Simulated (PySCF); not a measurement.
**C2H3ClO (SMILES CC(=O)Cl) at 6 levels**

Wanted: a comparison of 6 runs (HF/STO-3G, B3LYP/6-31G*, CAM-B3LYP/cc-pVDZ, wB97M-V/cc-pVDZ, wB97X/cc-pVDZ, SCS-MP2/cc-pVDZ) of C2H3ClO. Input form: a Python script.

Program for the calculation: PySCF 2.14.0.

1 further run of the same task is left out (set aside as unsound or not needed).

## 1. The molecule

C2H3ClO: 7 atoms, total charge 0, spin state singlet. As SMILES, `CC(=O)Cl`. The coordinates come from a PBE0-D4/def2-TZVP relaxation.

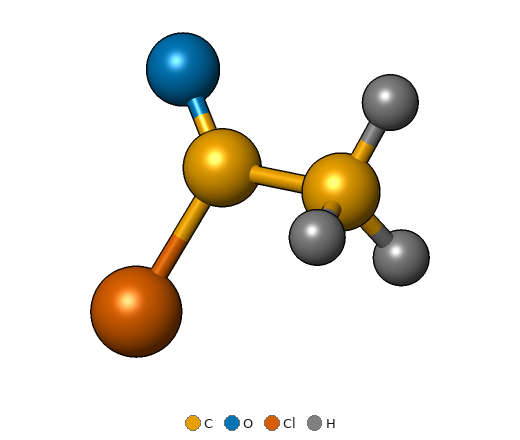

The structure, seen from a chosen angle (carbon amber, oxygen blue, chlorine orange, hydrogen grey).

## 2. A single-point energy at HF/STO-3G (run 1)

input.py reads:

```python
from pyscf import gto

molecule = gto.M(
    atom='''
C      0.144710     0.666770     0.108700
C      0.017280    -0.815930     0.021550
O      0.681540    -1.630880     0.555040
Cl    -1.337090    -1.306820    -1.047030
H      0.973300     0.921250     0.767410
H     -0.788440     1.089970     0.484050
H      0.308710     1.075650    -0.889730
''',
    verbose=3,
    basis='sto-3g',
    spin=0,
    max_memory=1860,
    charge=0,
)

hf = molecule.RHF()
hf.conv_tol = 1e-10
hf.kernel()
if not hf.converged:
    hf = hf.newton().run(hf.mo_coeff, hf.mo_occ)

e_tot = hf.e_tot
print('E(%s) = %.9f' % ('HF', e_tot))
```

The run is started by

```sh
$ OMP_NUM_THREADS=1 python input.py
```

Output:

```text
converged SCF energy = -604.963186647319
E(HF) = -604.963186647
```

It took 0.83 s on 1 thread of Arm Neoverse V1, shared host; peak memory 0.12 GiB.

## 3. A single-point energy at B3LYP/6-31G(d) (spherical functions) (run 2)

job.py reads:

```python
from pyscf import gto, dft

mol = gto.M(
    atom='''
C      0.144710     0.666770     0.108700
C      0.017280    -0.815930     0.021550
O      0.681540    -1.630880     0.555040
Cl    -1.337090    -1.306820    -1.047030
H      0.973300     0.921250     0.767410
H     -0.788440     1.089970     0.484050
H      0.308710     1.075650    -0.889730
''',
    basis='6-31g*',
    verbose=3,
    max_memory=1860,
)

mf = dft.RKS(mol, xc='b3lyp')
mf.grids.level = 5
mf.conv_tol = 1e-10
mf.kernel()
if not mf.converged:
    mf = mf.newton().run(mf.mo_coeff, mf.mo_occ)

e_tot = mf.e_tot
print('E(%s) = %.9f' % ('B3LYP', e_tot))
```

The run is started by

```sh
$ OMP_NUM_THREADS=1 python job.py
```

Output:

```text
converged SCF energy = -613.438725619341
E(B3LYP) = -613.438725619
```

Wall time 13 s (1 thread of Arm Neoverse V1, shared host); peak memory 0.34 GiB.

## 4. The energy at CAM-B3LYP/cc-pVDZ (run 3)

input.xyz reads:

```xyz
7

C      0.144710     0.666770     0.108700
C      0.017280    -0.815930     0.021550
O      0.681540    -1.630880     0.555040
Cl    -1.337090    -1.306820    -1.047030
H      0.973300     0.921250     0.767410
H     -0.788440     1.089970     0.484050
H      0.308710     1.075650    -0.889730
```

input.py reads:

```python
from pyscf import gto, dft

mol = gto.Mole()
mol.atom = 'input.xyz'
mol.spin = 0
mol.verbose = 3
mol.basis = 'cc-pvdz'
mol.charge = 0
mol.max_memory = 1860
mol.build()

mf = dft.RKS(mol)
mf.xc = 'cam-b3lyp'
mf.grids.level = 5
mf.conv_tol = 1e-10
mf.kernel()
if not mf.converged:
    mf = mf.newton().run(mf.mo_coeff, mf.mo_occ)

energy = mf.e_tot
print('E(%s) = %.9f' % ('CAM-B3LYP', energy))
```

The run is started by

```sh
$ OMP_NUM_THREADS=1 python input.py
```

Output:

```text
converged SCF energy = -613.402233511849
E(CAM-B3LYP) = -613.402233512
```

It took 21 s on 1 thread of Arm Neoverse V1, shared host; peak memory 0.37 GiB.

Runs 4 to 5 aren't shown in full; the table further down has their settings and results.

## 5. The energy at SCS-MP2/cc-pVDZ (run 6)

calc.py reads:

```python
from pyscf import gto, scf, mp

mol = gto.M(
    atom='''
C      0.273462     1.260013     0.205413
C      0.032654    -1.541884     0.040724
O      1.287924    -3.081917     1.048874
Cl    -2.526734    -2.469532    -1.978600
H      1.839270     1.740910     1.450195
H     -1.489936     2.059745     0.914722
H      0.583377     2.032684    -1.681346
''',
    spin=0,
    unit='bohr',
    basis='cc-pvdz',
    verbose=3,
    charge=0,
    max_memory=1860,
)

hf = scf.RHF(mol)
hf.conv_tol = 1e-10
hf.kernel()
if not hf.converged:
    hf = hf.newton().run(hf.mo_coeff, hf.mo_occ)

pt = mp.MP2(hf, frozen=8).run()
energy = hf.e_tot + 1.2 * pt.e_corr_os + pt.e_corr_ss / 3
print('E(%s) = %.9f' % ('SCS-MP2', energy))
```

The run is started by

```sh
$ OMP_NUM_THREADS=1 python calc.py
```

Output:

```text
converged SCF energy = -611.866638484121
E(RMP2) = -612.457241322863  E_corr = -0.590602838741872
E(SCS-RMP2) = -612.441443668667  E_corr = -0.574805184546316
E(SCS-MP2) = -612.441443669
```

Wall time 1.7 s (1 thread of Arm Neoverse V1, shared host); peak memory 0.16 GiB.

## 6. All runs side by side

```csv
run,level,integration grid,nlc grid,energy (Eh),dipole moment (D) of the reference,HOMO energy (eV),LUMO energy (eV),wall time
1,HF/STO-3G,–,–,-604.963187,2.63,-10.06,6.89,0.83 s
2,B3LYP/6-31G* (spherical functions),5,–,-613.438726,2.77,-8.09,-0.98,13 s
3,CAM-B3LYP/cc-pVDZ,5,–,-613.402234,2.70,-9.73,0.54,21 s
4,wB97M-V/cc-pVDZ,5,1,-613.380776,2.69,-10.66,1.64,78 s
5,wB97X/cc-pVDZ,5,–,-613.420488,2.75,-10.78,1.61,23 s
6,SCS-MP2/cc-pVDZ,–,–,-612.441444,3.05,-12.24,3.68,1.7 s
```

## 7. What came out

| quantity | value |
| --- | --- |
| run 6: total energy | -612.44144 Eh |
| run 6: dipole moment (Hartree–Fock density) | 3.05 D |
| run 6: HOMO energy (Hartree–Fock orbitals) | -12.24 eV |
| run 6: LUMO energy (Hartree–Fock orbitals) | 3.68 eV |
| run 6: HOMO–LUMO gap (Hartree–Fock orbitals) | 15.92 eV |
| run 6: correlation energy (8 core orbitals frozen) | -574.8 mEh |

**Reading.** Over runs 1, 2, 3, 4, 5 the dipole moment (its size) runs from 2.63 D (HF/STO-3G) to 2.77 D (B3LYP/6-31G*). The two ends differ in method and basis. Over runs 1, 2, 3, 4, 5 the HOMO–LUMO gap runs from 7.11 eV (B3LYP/6-31G*) to 16.95 eV (HF/STO-3G). Totals of different functionals can't be ranked against each other. In run 1 the basis is minimal, so the values are rough. All runs together took 2.3 min, the longest 78 s.
